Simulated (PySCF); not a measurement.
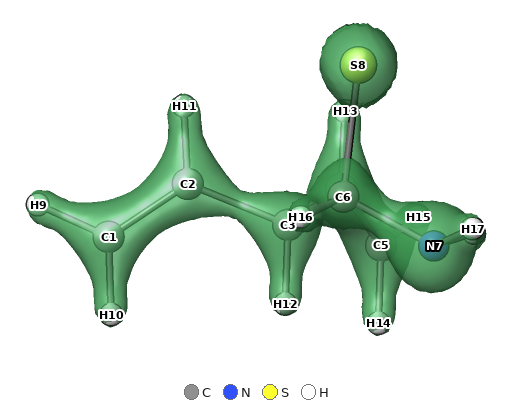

Figure. C₆H₁₀NS (doublet). Isosurface of the total electron density at 1.5 e/Å³ (green), seen from one side.

Geometry: GFN2-xTB.

Computed with UKS B3LYP, pcH-1 on C H N S, non-relativistic, mean-field spin-orbit, GIAO (PySCF).

```yaml
atoms:
  - { symbol: C, position_ang: [2.3714, -1.0919, -0.7092] }
  - { symbol: C, position_ang: [1.0611, -0.9698, -0.7959] }
  - { symbol: C, position_ang: [0.2435, -0.0521, 0.0638] }
  - { symbol: C, position_ang: [-0.4595, 0.9554, -0.7997] }
  - { symbol: C, position_ang: [-0.3481, 2.2620, -0.6577] }
  - { symbol: C, position_ang: [-0.7807, -0.8525, 0.8947] }
  - { symbol: N, position_ang: [-1.4317, 0.0050, 1.8302] }
  - { symbol: S, position_ang: [-1.9874, -1.7309, -0.1816] }
  - { symbol: H, position_ang: [2.9238, -1.7557, -1.3520] }
  - { symbol: H, position_ang: [2.9482, -0.5305, 0.0078] }
  - { symbol: H, position_ang: [0.4978, -1.5418, -1.5214] }
  - { symbol: H, position_ang: [0.8890, 0.4642, 0.7815] }
  - { symbol: H, position_ang: [-1.0904, 0.5324, -1.5713] }
  - { symbol: H, position_ang: [0.2706, 2.7002, 0.1085] }
  - { symbol: H, position_ang: [-0.8644, 2.9499, -1.3058] }
  - { symbol: H, position_ang: [-0.2619, -1.6474, 1.4413] }
  - { symbol: H, position_ang: [-2.1211, -0.4853, 2.3872] }
  - { symbol: H, position_ang: [-1.8691, 0.7952, 1.3680] }
```

**Which contacts does the surface bridge?**

At this value the surface falls into two separate pieces. It bridges the sampled C–C (1.32 Å), C–N (1.43 Å) and N–H (1.01 Å) contacts, where the density stays above the isovalue. It is pinched off along the sampled C–S (1.84 Å) contacts. On the grid the lowest density along these lines, outside the cores, is 2.4 e/Å³ (C–C, 1.32 Å), 1.9 e/Å³ (C–N, 1.43 Å), 1.2 e/Å³ (C–S, 1.84 Å) and 2.3 e/Å³ (N–H, 1.01 Å).
